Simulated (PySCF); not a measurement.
# C₄H₁₁BOSi (SMILES C=CCB(C)O[SiH3]): what the fields show

```xyz
18

C    -2.7601    0.5219    0.0690
C    -1.5688    0.3675    0.6192
C    -0.7167   -0.8546    0.4831
B     0.5551   -0.4919   -0.4351
C     0.5816   -0.9246   -1.9639
O     1.5566    0.2047    0.0759
Si    2.3324    1.0270    1.2243
H    -3.2215   -0.2617   -0.5096
H    -3.3276    1.4308    0.1776
H    -1.1276    1.1742    1.1918
H    -0.3755   -1.1541    1.4768
H    -1.3100   -1.6667    0.0638
H    -0.2720   -0.4971   -2.4869
H     1.4838   -0.6046   -2.4781
H     0.4988   -2.0042   -2.0720
H     1.4838    1.2948    2.3904
H     2.7209    2.2745    0.5698
H     3.4581    0.1704    1.5923
```

Geometry: GFN2-xTB.

The calculation used wB97X-D/def2-SVPD, SCF density, gas phase in PySCF 2.14.0.

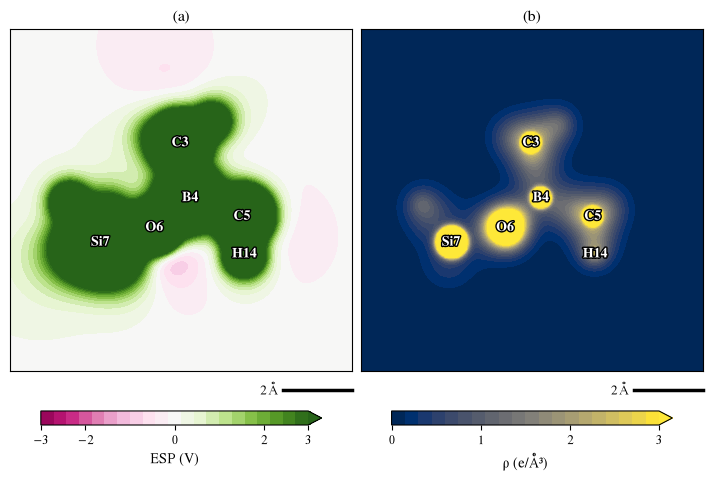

Figure 1. (a) molecular electrostatic potential; (b) electron density on the plane of atoms C3, B4 and O6.

What do the fields say about this system?

Answer.
- The section cuts through C, B, O, Si and H sites.
- B–O (1.32 Å): the density is about 2.2 e/Å³ at the midpoint.
- C–B (1.59 Å): ρ at the midpoint is about 1.4 e/Å³.
- Si–O (1.61 Å): the density is about 1.1 e/Å³ at the midpoint.
- C–H (1.09 Å): the density is about 1.9 e/Å³ at the midpoint.
- Outside the dense part of the molecule the potential is most negative (−0.8 V) near O6.

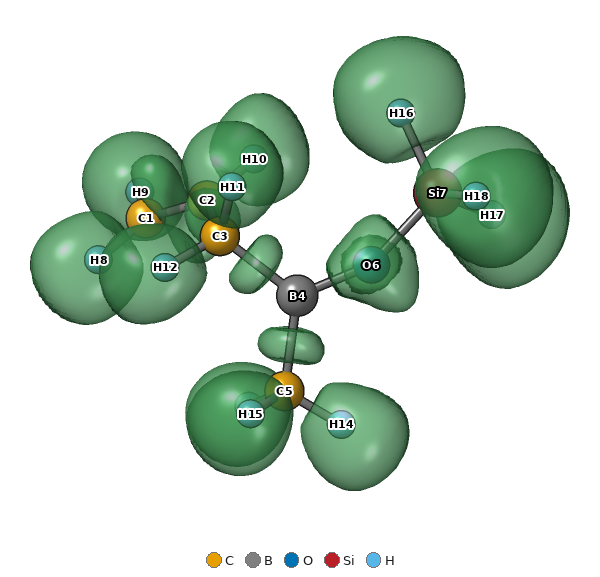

Figure 2. Isosurface of the electron localisation function at 0.8 (green), seen at a tilt. Core shells and regions of very low density are left out.

What do the ELF domains correspond to?

Answer. The ELF exceeds this value in two regions between bonded B–C atoms (shared pairs), two regions between bonded C–C atoms (shared pairs), eleven regions around hydrogen nuclei and one region on O in which the atom's valence shell and bonds are merged.


C–C (1.32 Å): the ELF peaks at about 0.95 between the atoms; a multiple bond. B–O (1.32 Å): the ELF peaks at about 0.90 between the atoms (a polar covalent bond).

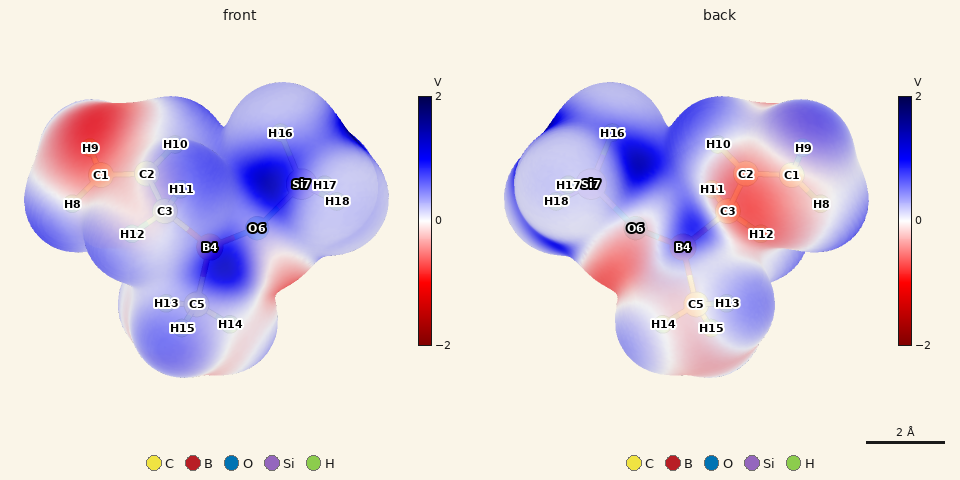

Figure 3. The molecular electrostatic potential painted on the density surface at 0.002 e/bohr³, seen from the front and from behind; red is negative and blue positive.

Which sites attract a positive test charge, and which a negative one?

Answer. A positive charge is drawn to the negative regions and a negative charge to the positive ones. The most negative region (about −0.8 V) lies over the π face of C1 and C2, the most positive (about +1.8 V) over Si7.

What dipole moment does the calculation give?

Answer. Its dipole moment is 0.76 D.
